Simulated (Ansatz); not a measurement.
**BH4NSSi (SMILES SB1N[SiH2]1): density, localisation and related maps**

Input file:

```
crystal:
  periodic: [false, false, false]
  atoms:
    - {symbol: S, position_ang: [-0.755611, 2.043501, -1.141934]}
    - {symbol: B, position_ang: [-0.297916, 0.516978, -0.345906]}
    - {symbol: N, position_ang: [0.762486, -0.059163, 0.337426]}
    - {symbol: Si, position_ang: [-0.481143, -1.289246, 0.283212]}
    - {symbol: H, position_ang: [0.389377, 2.714690, -0.911219]}
    - {symbol: H, position_ang: [1.689832, 0.199223, 0.636099]}
    - {symbol: H, position_ang: [-1.060512, -1.679801, 1.593472]}
    - {symbol: H, position_ang: [-0.154412, -2.503282, -0.506950]}
basis:
  gaussian: {orbitals: def2-TZVPP}
hamiltonian: {xc: pbe0, dispersion: d4}
output: {orbitals: {seedname: orbitals}}
```

Command:

```sh
ansatz run in.yaml --threads 2 --pin off --events-out ev --progress --plain --max-ram 4352MiB
```

Geometry: PBE0-D4/def2-TZVP.

Method: RKS PBE0-D4/def2-TZVPP in Ansatz 0.2.0.

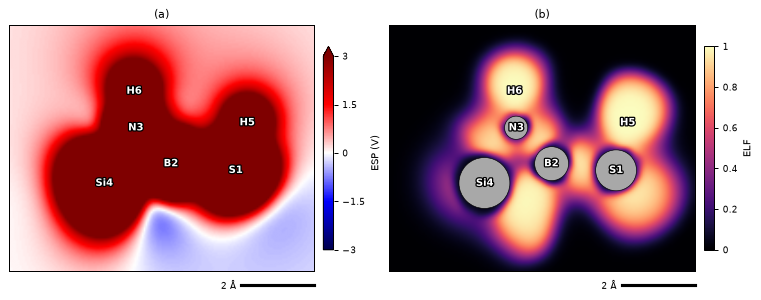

Figure 1. (a) molecular electrostatic potential; (b) ELF on the plane of atoms B2, Si4 and N3. Grey discs cover the atomic cores in the ELF map.

> Describe what can be read from this map.

The plane passes through S, B, N, Si and H nuclei.
B–N (1.39 Å): the ELF peaks at about 0.90 between the atoms: a polar covalent bond.
Si–N (1.75 Å): the ELF peaks at about 0.85 between the atoms, as expected for a polar covalent bond.
B–S (1.78 Å): the ELF peaks at about 0.95 between the atoms; a covalent bond.
Si–B (1.92 Å): the ELF peaks at about 0.70 between the atoms.
N–H (1.01 Å): the ELF climbs to about 1 towards the hydrogen, as it does in any bond to H: a covalent bond by its length.
The ELF also peaks beside S1, away from the bonds: lone-pair regions.
Outside the dense part of the molecule the potential is most negative (−0.8 V) near S1.

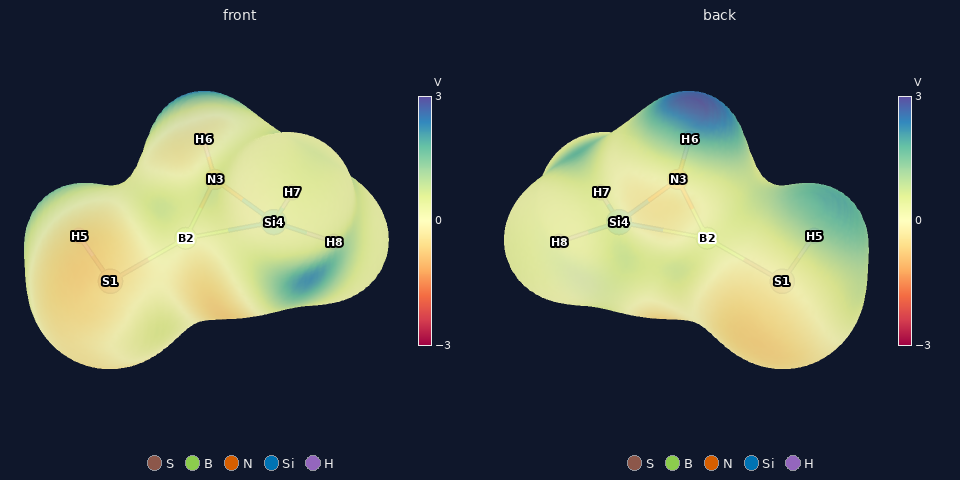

Figure 2. The electrostatic potential painted on the density surface at 0.004 e/bohr³, seen from the front and from behind; red is negative and blue positive.

> Which sites attract a positive test charge, and which a negative one?

A positive charge is drawn to the negative regions and a negative charge to the positive ones. The most negative region (about −0.7 V) lies over S1, the most positive (about +2.8 V) over H6.

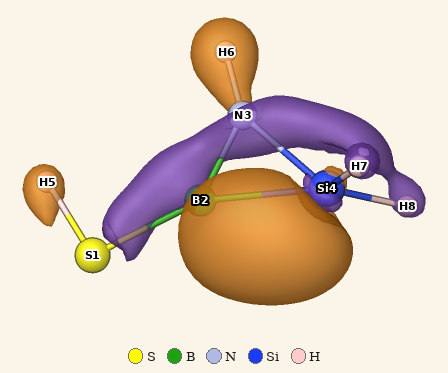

Figure 3. The HOMO at ±0.15 Å⁻³ᐟ² (orange and purple are the two phases), seen at a tilt.

> Where does this orbital lie, and at what energy?

It lies mainly on Si4 (about 40 %), B2 (about 30 %), N3 (about 10 %) and S1 (about 5 %). Its energy is −7.24 eV.
